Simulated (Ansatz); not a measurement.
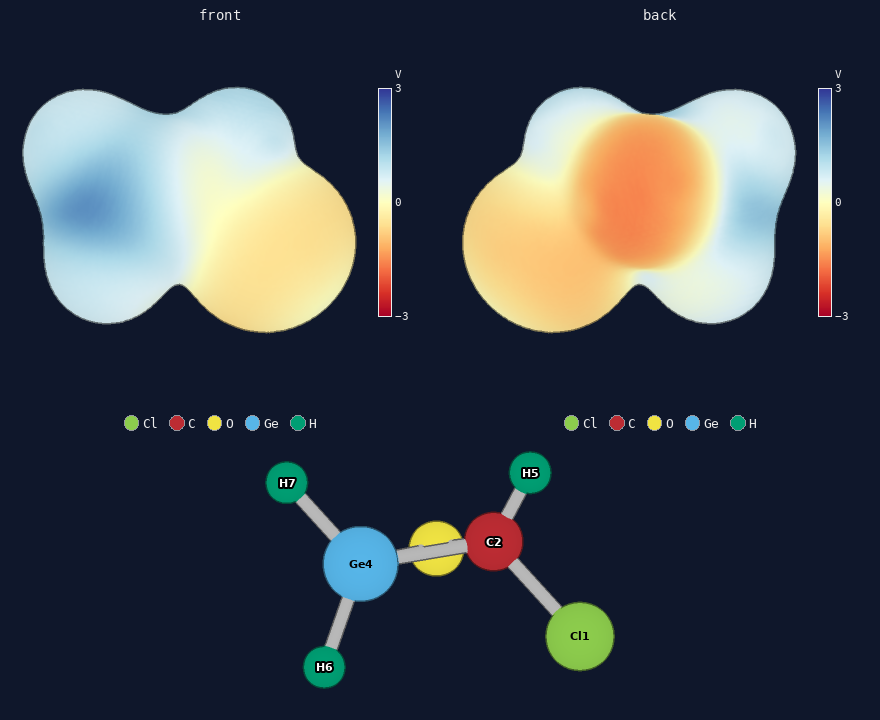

CH3ClGeO. The electrostatic potential painted on the density surface at 0.002 e/bohr³, seen from the front and from behind; the colour scale runs from red (negative) to blue (positive). The bare structure is drawn below in the same view.

The calculation used Ansatz 0.2.0, UKS B3LYP-D4/def2-SVP.

Input

```
crystal:
  periodic: [false, false, false]
  atoms:
    - { symbol: Cl, position_ang: [-0.5742, -1.5726, 1.5856] }
    - { symbol: C, position_ang: [0.4746, -0.6644, 0.4781] }
    - { symbol: O, position_ang: [0.1165, -0.8586, -0.833] }
    - { symbol: Ge, position_ang: [-0.2596, 0.8737, -0.3694] }
    - { symbol: H, position_ang: [1.5759, -0.6447, 0.6338] }
    - { symbol: H, position_ang: [-1.8816, 0.961, -0.3938] }
    - { symbol: H, position_ang: [0.6098, 1.8377, -1.1468] }
magnetization:
  spin_polarized: true
basis:
  gaussian: { orbitals: def2-SVP }
hamiltonian:
  xc: b3lyp
  dispersion: d4
relax:
  f_tol: 0.02
  max_steps: 50
output:
  orbitals: {}
```

Run with:

```sh
ansatz run input.yaml --threads 2 --pin off --max-ram 3072MiB --backend cpu --events-out ev --progress --plain --runs-dir out
```

The fields are those of the run's last geometry, not of the input's.

Question: Which sites attract a positive test charge, and which a negative one?

Answer: A positive charge is drawn to the negative regions and a negative charge to the positive ones. The most negative region (about −1.6 V) lies over O3, the most positive (about +2.0 V) over Ge4. O3 is the likeliest acceptor of a hydrogen bond.
